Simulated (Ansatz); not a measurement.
# CH7BSSi: from a rough start to a minimum

The task is to find a stationary geometry of CH7BSSi, check the end point by its vibrations and derive ideal-gas thermochemistry, and look at its orbitals and charge.

The runs use Ansatz 0.2.0, Gaussian basis; RKS PBE0-D4/def2-TZVP.

The runs, in order: relaxation at PBE-D4/def2-SVP; relaxation at PBE0-D4/def2-TZVP; harmonic vibrations at the same level; a single point in def2-TZVPP for the fields.

## 1. The starting structure

11 atoms, charge 0, spin multiplicity 1.

Atoms are counted from 1 here; the program's logs count them from 0.

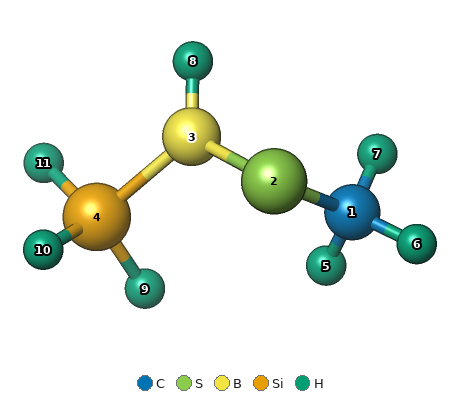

As it starts; carbon blue, sulfur green, boron yellow, silicon amber, hydrogen teal; atoms are numbered from 1 in the order of the file.

Geometry (Å):

```xyz
11
CH7BSSi
C    -0.8253    1.6685    0.5480
S     0.7132    1.0802    1.1554
B     0.2890   -0.7135    0.7327
Si    0.8759   -1.4314   -0.9897
H    -0.9796    1.4812   -0.5634
H    -0.9042    2.8293    0.6741
H    -1.6879    1.2615    1.1056
H    -0.1793   -1.3810    1.5380
H     0.1250   -0.6582   -1.9978
H     2.2595   -1.3425   -1.1463
H     0.3791   -2.8512   -1.0361
```

The start is a force-field geometry with small random shifts, so a cheaper pass at PBE-D4/def2-SVP comes first.

## 2. Optimising with PBE-D4/def2-SVP (cheap first pass)

in.yaml

```yaml
crystal:
  periodic: [false, false, false]
  atoms:
    - {symbol: C, position_ang: [-0.825300, 1.668500, 0.548000]}
    - {symbol: S, position_ang: [0.713200, 1.080200, 1.155400]}
    - {symbol: B, position_ang: [0.289000, -0.713500, 0.732700]}
    - {symbol: Si, position_ang: [0.875900, -1.431400, -0.989700]}
    - {symbol: H, position_ang: [-0.979600, 1.481200, -0.563400]}
    - {symbol: H, position_ang: [-0.904200, 2.829300, 0.674100]}
    - {symbol: H, position_ang: [-1.687900, 1.261500, 1.105600]}
    - {symbol: H, position_ang: [-0.179300, -1.381000, 1.538000]}
    - {symbol: H, position_ang: [0.125000, -0.658200, -1.997800]}
    - {symbol: H, position_ang: [2.259500, -1.342500, -1.146300]}
    - {symbol: H, position_ang: [0.379100, -2.851200, -1.036100]}
basis:
  gaussian: {orbitals: def2-SVP}
hamiltonian: {xc: pbe, dispersion: d4}
relax: {f_tol: 0.03, max_steps: 200}
```

Command:

```sh
ansatz run in.yaml --threads 2 --pin off --events-out ev --progress --plain --max-ram 4352MiB
```

The program printed (excerpt; [...] marks lines left out):

```text
Functional definition: PBE
  name "PBE"
  cite "Perdew, Burke & Ernzerhof, Phys. Rev. Lett. 77, 3865 (1996) doi:10.1103/PhysRevLett.77.3865"
  parent pbe
[...]
1119 factors; their error is unknown
[...]
mean field -20519.98744883 eV, -754.0956297976 hartree, gradient 5.9e-5 eV, S^2 0.000000; 1 other end points of the search recorded, 0 dependent functions left out
[...]
reference -20519.98748516 eV, -754.0956311325 hartree; 24, 24 occupied and 75, 75 virtual orbitals, 1119 factors
relax step   1: F+E_penalty+E_count = -20520.22660889 eV  Δ(F+E_penalty+E_count) = +0.000e0 eV  max|allowed force component| = 2.310e0 eV/Å  Δτ_max = 0.0000 Å  (37 SCF iters, accepted)
[...]
relax step   5: F+E_penalty+E_count = -20521.10359045 eV  Δ(F+E_penalty+E_count) = -1.745e-1 eV  max|allowed force component| = 9.115e-1 eV/Å  Δτ_max = 0.1951 Å  (28 SCF iters, accepted)
[...]
relax step   9: F+E_penalty+E_count = -20521.69123317 eV  Δ(F+E_penalty+E_count) = -1.020e-1 eV  max|allowed force component| = 2.926e-1 eV/Å  Δτ_max = 0.2000 Å  (27 SCF iters, accepted)
[...]
relax step  13: F+E_penalty+E_count = -20521.80924135 eV  Δ(F+E_penalty+E_count) = -6.923e-3 eV  max|allowed force component| = 2.198e-1 eV/Å  Δτ_max = 0.1995 Å  (27 SCF iters, accepted)
[...]
relax step  15: F+E_penalty+E_count = -20521.81966826 eV  Δ(F+E_penalty+E_count) = -1.264e-3 eV  max|allowed force component| = 1.116e-1 eV/Å  Δτ_max = 0.1030 Å  (28 SCF iters, accepted)
[...]
relax step  16: F+E_penalty+E_count = -20521.82141853 eV  Δ(F+E_penalty+E_count) = -1.750e-3 eV  max|allowed force component| = 1.216e-2 eV/Å  Δτ_max = 0.0341 Å  (28 SCF iters, accepted)
1119 factors; their error is unknown
[...]
mean field -20521.59793769 eV, -754.1548141714 hartree, gradient 1.2e-5 eV, S^2 0.000000; 1 other end points of the search recorded, 0 dependent functions left out
[...]
reference -20521.59797708 eV, -754.1548156189 hartree; 24, 24 occupied and 75, 75 virtual orbitals, 1119 factors
Total energy: -20521.82145792 eV, -754.1630283885 hartree
Atom 0 at    -0.925111     1.970769     1.070266 Å, force     0.000795     0.000643     0.010478 eV/Å
Atom 1 at     0.483418     1.078261     0.298619 Å, force    -0.003349     0.005080    -0.009561 eV/Å
Atom 2 at    -0.129669    -0.513802    -0.145595 Å, force     0.007359    -0.003359     0.001703 eV/Å
Atom 3 at     1.135310    -1.791498    -1.057509 Å, force     0.005044    -0.003703     0.005091 eV/Å
Atom 4 at    -1.663855     2.249490     0.295678 Å, force     0.003555     0.000504     0.000409 eV/Å
Atom 5 at    -0.524821     2.887630     1.541816 Å, force    -0.000503     0.004782     0.000605 eV/Å
Atom 6 at    -1.405576     1.337114     1.837805 Å, force    -0.003688    -0.002604    -0.001498 eV/Å
Atom 7 at    -1.283383    -0.808414     0.103927 Å, force    -0.012159     0.000891    -0.001357 eV/Å
Atom 8 at     0.603323    -2.168391    -2.419499 Å, force    -0.000651    -0.001038    -0.000511 eV/Å
Atom 9 at     2.521103    -1.227589    -1.240757 Å, force     0.003502    -0.001366    -0.003296 eV/Å
Atom 10 at     1.254660    -3.070670    -0.264252 Å, force     0.000094     0.000170    -0.002064 eV/Å
Dipole moment:    -0.301392     0.351825     0.228523 e Å
```

It took 28 s on 2 threads of Arm Neoverse V2, shared host.

Step by step:

| step | energy from step 1 (eV) | largest force component (eV/Å) |
| --- | --- | --- |
| 1 | 0.0000 | 2.3105 |
| 2 | -0.4047 | 1.1566 |
| 3 | -0.5755 | 0.6526 |
| 4 | -0.7025 | 0.7524 |
| 5 | -0.8770 | 0.9115 |
| 6 | -1.0578 | 0.7344 |
| 7 | -1.2375 | 0.4814 |
| 8 | -1.3627 | 0.4419 |
| 9 | -1.4646 | 0.2926 |
| 10 | -1.5324 | 0.1444 |
| 11 | -1.5643 | 0.1033 |
| 12 | -1.5757 | 0.2524 |
| 13 | -1.5826 | 0.2198 |
| 14 | -1.5918 | 0.1701 |
| 15 | -1.5931 | 0.1116 |
| 16 | -1.5948 | 0.0122 |

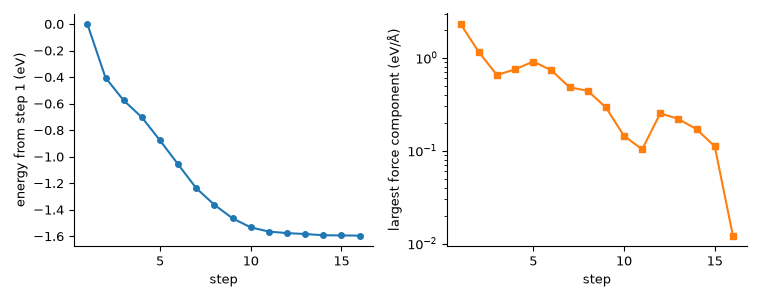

Energy and force, step by step.

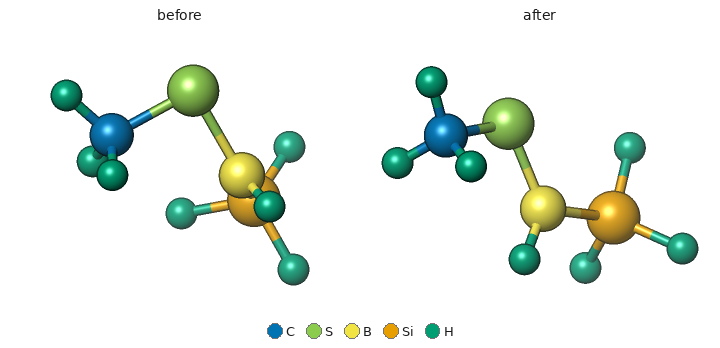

Before and after, at one scale.

Close pairs (by a distance rule), those that changed most:

| bond | before (Å) | after (Å) | change (Å) |
| --- | --- | --- | --- |
| S2–B3 | 1.891 | 1.763 | -0.128 |
| Si4–H10 | 1.395 | 1.507 | +0.112 |
| C1–S2 | 1.756 | 1.837 | +0.082 |
| B3–H8 | 1.146 | 1.217 | +0.071 |
| C1–H6 | 1.170 | 1.106 | -0.064 |
| B3–Si4 | 1.956 | 2.016 | +0.060 |
| Si4–H9 | 1.476 | 1.510 | +0.034 |
| C1–H5 | 1.138 | 1.106 | -0.032 |

## 3. Geometry optimisation, PBE0-D4/def2-TZVP

in.yaml

```yaml
crystal:
  periodic: [false, false, false]
  atoms:
    - {symbol: C, position_ang: [-0.925111, 1.970769, 1.070266]}
    - {symbol: S, position_ang: [0.483418, 1.078261, 0.298619]}
    - {symbol: B, position_ang: [-0.129669, -0.513802, -0.145595]}
    - {symbol: Si, position_ang: [1.135310, -1.791498, -1.057509]}
    - {symbol: H, position_ang: [-1.663855, 2.249490, 0.295678]}
    - {symbol: H, position_ang: [-0.524821, 2.887630, 1.541816]}
    - {symbol: H, position_ang: [-1.405576, 1.337114, 1.837805]}
    - {symbol: H, position_ang: [-1.283383, -0.808414, 0.103927]}
    - {symbol: H, position_ang: [0.603323, -2.168391, -2.419499]}
    - {symbol: H, position_ang: [2.521103, -1.227589, -1.240757]}
    - {symbol: H, position_ang: [1.254660, -3.070670, -0.264252]}
basis:
  gaussian: {orbitals: def2-TZVP}
hamiltonian: {xc: pbe0, dispersion: d4}
relax: {f_tol: 0.005, max_steps: 150}
```

The command is unchanged.

The program printed (excerpt; [...] marks lines left out):

```text
Functional definition: PBE0
  name "PBE0"
  cite "Adamo & Barone, J. Chem. Phys. 110, 6158 (1999) doi:10.1063/1.478522"
  cite "Perdew, Burke & Ernzerhof, Phys. Rev. Lett. 77, 3865 (1996) doi:10.1103/PhysRevLett.77.3865"
  parent pbe
[...]
1196 factors; their error is unknown
[...]
mean field -20532.24958229 eV, -754.5462548907 hartree, gradient 6.1e-5 eV, S^2 0.000000; 0 other end points of the search recorded, 0 dependent functions left out
[...]
reference -20532.24961776 eV, -754.5462561940 hartree; 24, 24 occupied and 154, 154 virtual orbitals, 1196 factors
relax step   1: F+E_penalty+E_count = -20532.43873004 eV  Δ(F+E_penalty+E_count) = +0.000e0 eV  max|allowed force component| = 5.029e-1 eV/Å  Δτ_max = 0.0000 Å  (26 SCF iters, accepted)
[...]
Atom 1 at     0.393273     1.127432     0.118199 Å, force    -0.000729    -0.000935    -0.000127 eV/Å
Atom 2 at    -0.110367    -0.532309    -0.084008 Å, force    -0.000086     0.001252     0.000556 eV/Å
Atom 3 at     1.133984    -1.786993    -1.037894 Å, force     0.000851     0.000096    -0.000606 eV/Å
Atom 4 at    -1.304860     2.796929     0.389239 Å, force    -0.000175     0.000370    -0.000175 eV/Å
Atom 5 at    -0.540388     2.379928     1.935731 Å, force    -0.000018     0.000189     0.000349 eV/Å
Atom 6 at    -1.744999     1.278016     1.215662 Å, force    -0.000166     0.000236     0.000048 eV/Å
Atom 7 at    -1.171103    -0.882009     0.344152 Å, force    -0.000109    -0.000123     0.000103 eV/Å
Atom 8 at     0.460082    -2.359640    -2.238313 Å, force    -0.000268     0.000233     0.000321 eV/Å
Atom 9 at     2.393316    -1.128894    -1.481992 Å, force     0.000057    -0.000218     0.000158 eV/Å
Atom 10 at     1.493894    -2.925490    -0.144922 Å, force    -0.000263     0.000338     0.000006 eV/Å
Dipole moment:    -0.302538     0.324495     0.237215 e Å
```

Run time: 1.9 min. Hardware: 2 threads of Arm Neoverse V2, shared host.

The steps of the relaxation: (the energy doesn't fall at every step)

| step | energy from step 1 (eV) | largest force component (eV/Å) |
| --- | --- | --- |
| 1 | 0.0000 | 0.5029 |
| 2 | -0.0348 | 0.2701 |
| 3 | -0.0387 | 0.0644 |
| 4 | -0.0389 | 0.0482 |
| 5 | -0.0394 | 0.0189 |
| 6 | -0.0397 | 0.0557 |
| 7 | -0.0399 | 0.0481 |
| 8 | -0.0399 | 0.1363 |
| 9 | -0.0408 | 0.0733 |
| 10 | -0.0420 | 0.0066 |
| 11 | -0.0431 | 0.0655 |
| 12 | -0.0420 | 0.1456 |
| 13 | -0.0439 | 0.0419 |
| 14 | -0.0449 | 0.0643 |
| 15 | -0.0445 | 0.1361 |
| 16 | -0.0397 | 0.2058 |
| 17 | -0.0455 | 0.0174 |
| 18 | -0.0460 | 0.0103 |
| 19 | -0.0437 | 0.2042 |
| 20 | -0.0462 | 0.0134 |
| 21 | -0.0464 | 0.0540 |
| 22 | -0.0466 | 0.0266 |
| 23 | -0.0467 | 0.0026 |
| 24 | -0.0468 | 0.0203 |
| 25 | -0.0467 | 0.0527 |
| 26 | -0.0469 | 0.0086 |
| 27 | -0.0469 | 0.0107 |
| 28 | -0.0469 | 0.0056 |
| 29 | -0.0469 | 0.0014 |

The force was under the threshold of 0.005 eV/Å already at step 23, but the program went on to step 29.

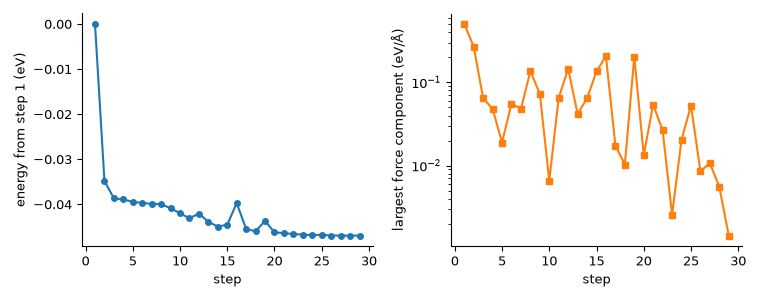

Energy and largest force along the relaxation.

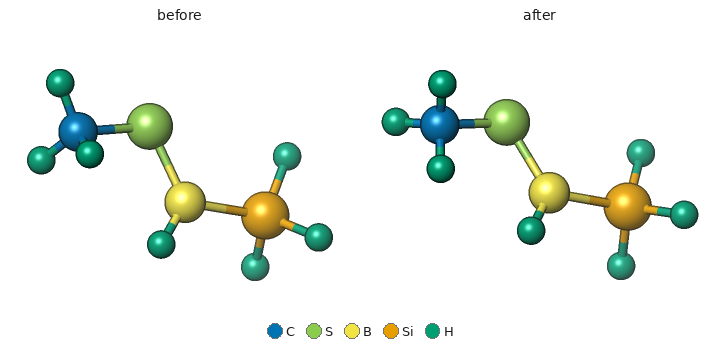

Before and after, at one scale.

Close pairs (by a distance rule), those that changed most:

| bond | before (Å) | after (Å) | change (Å) |
| --- | --- | --- | --- |
| C1–S2 | 1.837 | 1.810 | -0.027 |
| B3–H8 | 1.217 | 1.196 | -0.020 |
| Si4–H9 | 1.510 | 1.491 | -0.019 |
| Si4–H11 | 1.510 | 1.491 | -0.019 |
| Si4–H10 | 1.507 | 1.489 | -0.019 |
| C1–H7 | 1.105 | 1.088 | -0.017 |
| S2–B3 | 1.763 | 1.746 | -0.017 |
| C1–H5 | 1.106 | 1.090 | -0.016 |

Mulliken charges of the relaxed molecule (report file):

| atom | value (e) |
| --- | --- |
| C1 | -0.34 |
| S2 | -0.01 |
| B3 | -0.04 |
| Si4 | 0.00 |
| H5 | 0.15 |
| H6 | 0.15 |
| H7 | 0.15 |
| H8 | 0.02 |
| H9 | -0.02 |
| H10 | -0.02 |
| H11 | -0.02 |

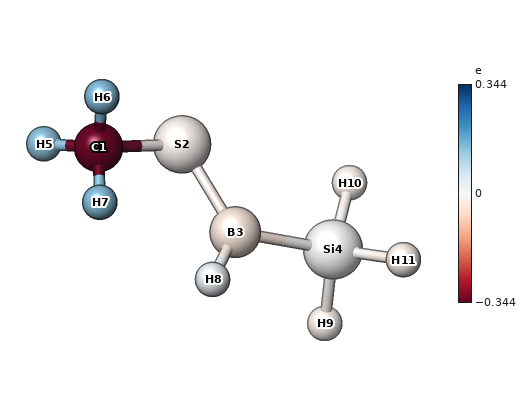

Mulliken charges of the relaxed molecule (report file), as colours on the atoms.

## 4. Harmonic vibrations

in.yaml

```yaml
crystal:
  periodic: [false, false, false]
  atoms:
    - {symbol: C, position_ang: [-0.937432, 1.975930, 1.004647]}
    - {symbol: S, position_ang: [0.393273, 1.127432, 0.118199]}
    - {symbol: B, position_ang: [-0.110367, -0.532309, -0.084008]}
    - {symbol: Si, position_ang: [1.133984, -1.786993, -1.037894]}
    - {symbol: H, position_ang: [-1.304860, 2.796929, 0.389239]}
    - {symbol: H, position_ang: [-0.540388, 2.379928, 1.935731]}
    - {symbol: H, position_ang: [-1.744999, 1.278016, 1.215662]}
    - {symbol: H, position_ang: [-1.171103, -0.882009, 0.344152]}
    - {symbol: H, position_ang: [0.460082, -2.359640, -2.238313]}
    - {symbol: H, position_ang: [2.393316, -1.128894, -1.481992]}
    - {symbol: H, position_ang: [1.493894, -2.925490, -0.144922]}
basis:
  gaussian: {orbitals: def2-TZVP}
hamiltonian: {xc: pbe0, dispersion: d4}
phonons: {temperatures: {t_min: 298.15, t_max: 900, t_step: 200}}
```

Launched as before.

The program printed (excerpt; [...] marks lines left out):

```text
Functional definition: PBE0
  name "PBE0"
  cite "Adamo & Barone, J. Chem. Phys. 110, 6158 (1999) doi:10.1063/1.478522"
  cite "Perdew, Burke & Ernzerhof, Phys. Rev. Lett. 77, 3865 (1996) doi:10.1103/PhysRevLett.77.3865"
  parent pbe
[...]
1196 factors; their error is unknown
[...]
mean field -20532.29561610 eV, -754.5479466020 hartree, gradient 5.6e-5 eV, S^2 0.000000; 0 other end points of the search recorded, 0 dependent functions left out
[...]
reference -20532.29565144 eV, -754.5479479006 hartree; 24, 24 occupied and 154, 154 virtual orbitals, 1196 factors
[...]
1196 factors; their error is unknown
mean field -20532.29546685 eV, -754.5479411169 hartree, gradient 1.0e-6 eV, S^2 0.000000; 0 other end points of the search recorded, 0 dependent functions left out
[...]
reference -20532.29550219 eV, -754.5479424156 hartree; 24, 24 occupied and 154, 154 virtual orbitals, 1196 factors
[...]
Atom 4 at    -1.304860     2.796929     0.389239 Å, force    -0.000187     0.000372    -0.000161 eV/Å
Atom 5 at    -0.540388     2.379928     1.935731 Å, force    -0.000030     0.000181     0.000346 eV/Å
Atom 6 at    -1.744999     1.278016     1.215662 Å, force    -0.000169     0.000245     0.000107 eV/Å
Atom 7 at    -1.171103    -0.882009     0.344152 Å, force    -0.000107    -0.000131     0.000105 eV/Å
Atom 8 at     0.460082    -2.359640    -2.238313 Å, force    -0.000274     0.000222     0.000298 eV/Å
Atom 9 at     2.393316    -1.128894    -1.481992 Å, force     0.000053    -0.000214     0.000151 eV/Å
Atom 10 at     1.493894    -2.925490    -0.144922 Å, force    -0.000275     0.000322     0.000016 eV/Å
Dipole moment:    -0.302540     0.324494     0.237211 e Å
Vibrations: 61.22 103.37 134.63 137.32 271.03 495.01 513.18 688.08 723.03 751.51 863.61 887.20 934.89 942.95 967.24 980.21 1035.52 1339.92 1459.03 1470.06 2203.24 2204.55 2217.49 2618.16 3069.74 3159.14 3179.85 cm⁻¹, zero-point energy 2.071230 eV
```

Wall time 3.2 min (2 threads of Arm Neoverse V2, shared host).

Motions are named by where the mode's potential energy lies. The modes, unscaled (a negative number is an imaginary wavenumber):

| mode | cm⁻¹ | motion |
| --- | --- | --- |
| 1 | 61 | torsion |
| 2 | 103 | torsion |
| 3 | 135 | bend |
| 4 | 137 | torsion |
| 5 | 271 | bend |
| 6 | 495 | bend with Si–B stretch |
| 7 | 513 | bend with torsion |
| 8 | 688 | bend with Si–B stretch |
| 9 | 723 | C–S stretch |
| 10 | 752 | torsion |
| 11 | 864 | B–S stretch with bend |
| 12 | 887 | bend |
| 13 | 935 | bend with torsion |
| 14 | 943 | bend with torsion |
| 15 | 967 | bend |
| 16 | 980 | bend |
| 17 | 1036 | bend with B–S stretch |
| 18 | 1340 | bend |
| 19 | 1459 | bend |
| 20 | 1470 | bend |
| 21 | 2203 | Si–H stretch |
| 22 | 2205 | Si–H stretch |
| 23 | 2217 | Si–H stretch |
| 24 | 2618 | B–H stretch |
| 25 | 3070 | C–H stretch |
| 26 | 3159 | C–H stretch |
| 27 | 3180 | C–H stretch |

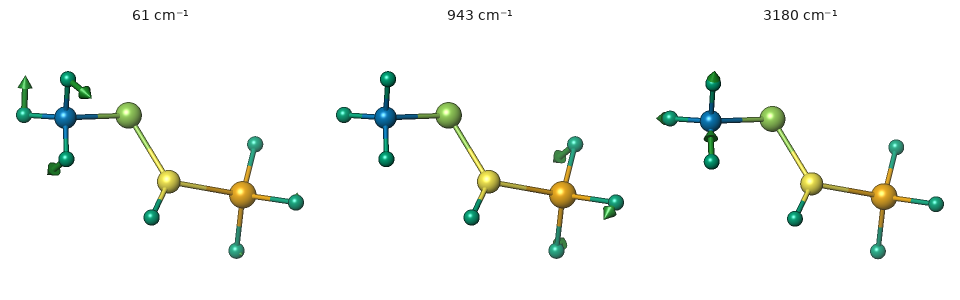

Displacements of 3 modes, as arrows.

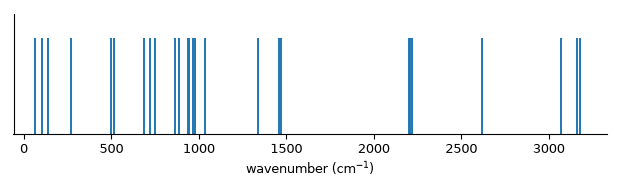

The harmonic wavenumbers as sticks (no intensities were computed).

Ideal gas, rigid rotor and harmonic oscillator at 298.15 K and 1 bar, with symmetry number 1:

| term | value |
| --- | --- |
| zero-point energy | 199.8 kJ/mol |
| H(298) − E | 221.4 kJ/mol |
| entropy, translation | 165.0 J/(mol K) |
| entropy, rotation | 110.0 J/(mol K) |
| entropy, vibration | 76.0 J/(mol K) |
| entropy, total | 350.9 J/(mol K) |

## 5. A single point for the fields

Changes to in.yaml since step 4:

```diff
@@ -15,4 +15,4 @@
 basis:
-  gaussian: {orbitals: def2-TZVP}
+  gaussian: {orbitals: def2-TZVPP}
 hamiltonian: {xc: pbe0, dispersion: d4}
-phonons: {temperatures: {t_min: 298.15, t_max: 900, t_step: 200}}
+output: {orbitals: {seedname: orbitals}}
```

Launched as before.

The program printed:

```text
Functional definition: PBE0
  name "PBE0"
  cite "Adamo & Barone, J. Chem. Phys. 110, 6158 (1999) doi:10.1063/1.478522"
  cite "Perdew, Burke & Ernzerhof, Phys. Rev. Lett. 77, 3865 (1996) doi:10.1103/PhysRevLett.77.3865"
  parent pbe
  parameter a = 0.25
  parameter kappa = 0.804
  parameter beta = 0.06672455060314922
  exchange = (1 - a)*pbe_x(kappa = kappa, mu = beta*pi^2/3) + a*exact_x
  correlation = pbe_c(beta = beta)
1368 factors; their error is unknown
mean field evaluation 1: about -20527.7832 eV, gradient 4.3e1 eV
mean field evaluation 2: about -20526.5256 eV, gradient 4.7e1 eV
mean field evaluation 4: about -20532.3178 eV, gradient 1.5e0 eV
mean field evaluation 8: about -20532.3254 eV, gradient 3.8e-2 eV
mean field evaluation 16: about -20532.3439 eV, gradient 4.8e-5 eV
mean field -20532.34387711 eV, -754.5497201612 hartree, gradient 4.8e-5 eV, S^2 0.000000; 0 other end points of the search recorded, 0 dependent functions left out
reference -20532.34391249 eV, -754.5497214615 hartree; 24, 24 occupied and 220, 220 virtual orbitals, 1368 factors
Total energy: -20532.53395060 eV, -754.5567052333 hartree
```

Wall time 4.5 s (2 threads of Arm Neoverse V2, shared host); peak memory 0.55 GiB.

Orbitals, density, ELF and potential are computed afterwards from the orbital file.

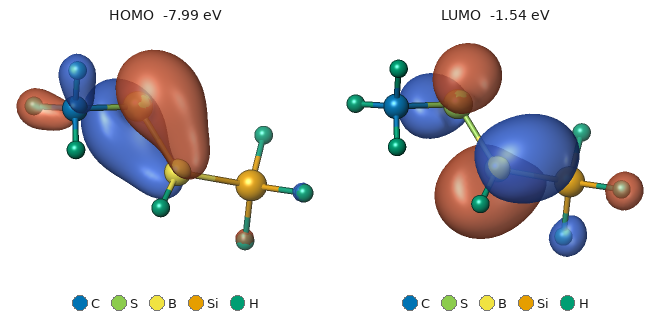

Frontier orbitals at PBE0-D4/def2-TZVPP; each surface holds 70 % of the orbital's density, blue and red mark the sign.

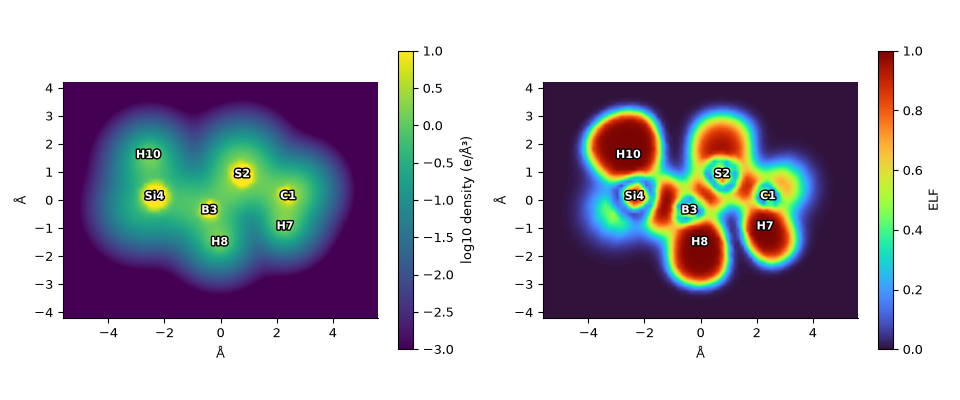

Density (left) and ELF (right) in a plane through or near 7 of the atoms.

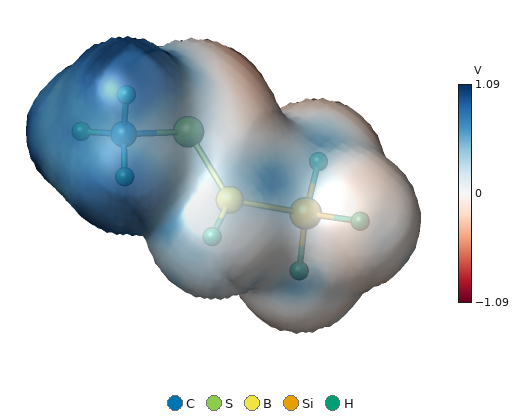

The potential that a unit positive charge feels on the 0.002 e/bohr³ surface, from the 1st to the 99th percentile, from -0.42 V near S2 to 1.09 V near H5.

## 6. Outcome

| quantity | value |
| --- | --- |
| point group | Cs |
| steps | 16 + 29 |
| shift from the start (rms) | 1.172 Å |
| total energy | -20532.4857 eV |
| dispersion term | -190 meV |
| dipole moment | 2.42 D |
| lowest, highest wavenumber | 61, 3180 cm⁻¹ |
| zero-point energy | 199.8 kJ/mol |
| entropy at 298.15 K | 350.9 J/(mol K) |
| HOMO, LUMO | -7.99, -1.54 eV |

In words: The relaxed geometry lies 1.17 Å (rms) from the start; the bond that changed most is S2–B3, from 1.891 to 1.746 Å. All wavenumbers are real, so the end point is a minimum. The stiffest mode, 3180 cm⁻¹, is a C–H stretch, and 4 modes under 200 cm⁻¹ make the vibrational entropy uncertain. Harmonic hybrid wavenumbers usually lie a few per cent above measured fundamentals. The largest Mulliken charge, -0.34 e, sits on C1. The HOMO lies mostly on S2 65 %; B3 16 % and the LUMO on B3 48 %; S2 20 %.
